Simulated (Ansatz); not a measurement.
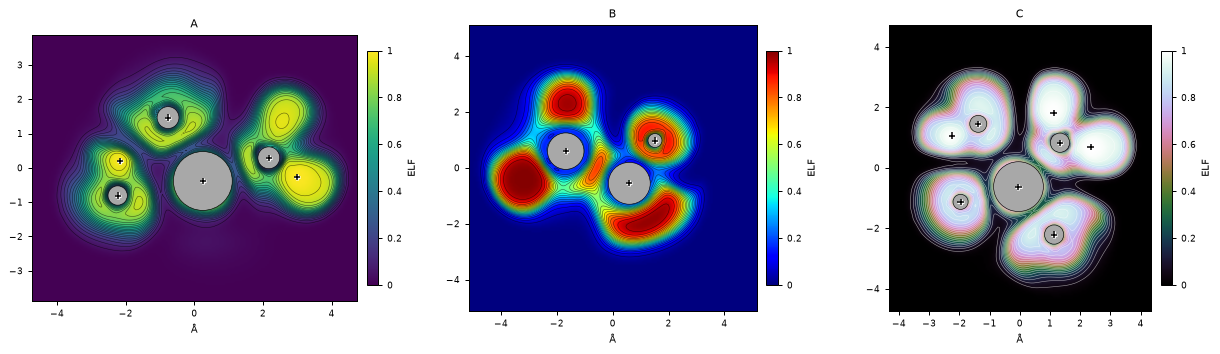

The ELF of 3 systems, each on a plane through atoms (crosses mark nuclei in the plane; grey discs cover the cores).

Computed with Ansatz 0.2.0, RKS PBE/def2-SVP.

System 1: ClH$_{8}$N$_{3}$OZr, the plane of atoms Zr1, O12 and H13. Core potentials replace the inner electrons of Zr.

```xyz
14

Zr    0.1734   -0.0198    0.1779
N    -0.1096    0.2252    2.1971
H    -0.7239    0.9344    2.6124
H     0.5339   -0.1009    2.9290
Cl    2.2993    0.6072   -0.7685
N    -1.0408    1.4640   -0.5243
H    -1.9976    1.3847   -0.8864
H    -0.7427    2.4418   -0.6394
N    -0.8884   -1.6942   -0.5390
H    -1.7043   -2.1355   -0.0967
H    -0.9252   -1.9225   -1.5419
O     1.3145   -2.1184    0.9729
H     0.5528   -2.4596    0.4114
H     1.0740   -2.3738    1.8839
```

System 2: FH$_{9}$N$_{3}$O$_{2}$Ta, the plane of atoms N9, Ta1 and F15. Core potentials replace the inner electrons of Ta.

```yaml
atoms:
  - { symbol: Ta, position_ang: [-0.1715, -0.5109, 0.1140] }
  - { symbol: O, position_ang: [2.0252, 0.6180, 0.1997] }
  - { symbol: H, position_ang: [1.8613, 0.5522, 1.1768] }
  - { symbol: N, position_ang: [0.1752, -0.3649, 2.1434] }
  - { symbol: H, position_ang: [0.6054, -1.1076, 2.7072] }
  - { symbol: H, position_ang: [-0.1969, 0.3633, 2.7637] }
  - { symbol: O, position_ang: [0.0112, -0.9719, -1.7854] }
  - { symbol: H, position_ang: [0.4840, -1.7579, -2.1114] }
  - { symbol: N, position_ang: [-0.6143, 1.4264, -0.1164] }
  - { symbol: H, position_ang: [-1.5622, 1.8056, -0.2014] }
  - { symbol: H, position_ang: [0.0781, 2.1558, -0.3169] }
  - { symbol: N, position_ang: [-1.9986, -1.2646, 0.2671] }
  - { symbol: H, position_ang: [-2.5022, -1.4285, 1.1435] }
  - { symbol: H, position_ang: [-2.5289, -1.6315, -0.5304] }
  - { symbol: F, position_ang: [1.2213, -1.9053, 0.3269] }
  - { symbol: H, position_ang: [2.5782, -0.1740, 0.0322] }
```

System 3: FGe$_{2}$H$_{3}$···GeH$_{4}$, the plane of atoms F7, Ge1 and Ge8. 

```xyz
11

Ge   -0.2500    0.3743   -1.1032
H     1.2636   -0.0211    1.1531
Ge    2.7794    0.0281    0.8184
H     3.2593   -1.4151    0.5390
H     3.0195    0.9218   -0.4186
H     3.5087    0.6151    2.0508
F    -1.4633    1.1249   -0.0289
Ge   -1.2595   -1.9622   -0.9185
H    -1.9595   -2.2059    0.4483
H    -2.3930   -2.0084   -1.9992
H    -0.3367   -3.1817   -1.2192
```

**Which map belongs to which system?**

Panel A is system 1, ClH$_{8}$N$_{3}$OZr: the plane holds Zr, N, H and O. Zr–N (2.04 Å): the ELF peaks at about 0.90 in the valence shell of N, 0.6 Å from its nucleus, and drops to about 0.25 between the two atoms. Panel B is system 3, FGe$_{2}$H$_{3}$···GeH$_{4}$: the plane holds Ge and F. Ge–F (1.79 Å): the ELF peaks at about 0.80 in the valence shell of F, 0.5 Å from its nucleus, and is about 0.20 at the midpoint. Panel C is system 2, FH$_{9}$N$_{3}$O$_{2}$Ta: the plane holds Ta, O, N, H and F. Ta–F (1.98 Å): the ELF peaks at about 0.85 in the valence shell of F, 0.5 Å from its nucleus, and drops to about 0.20 between the two atoms.
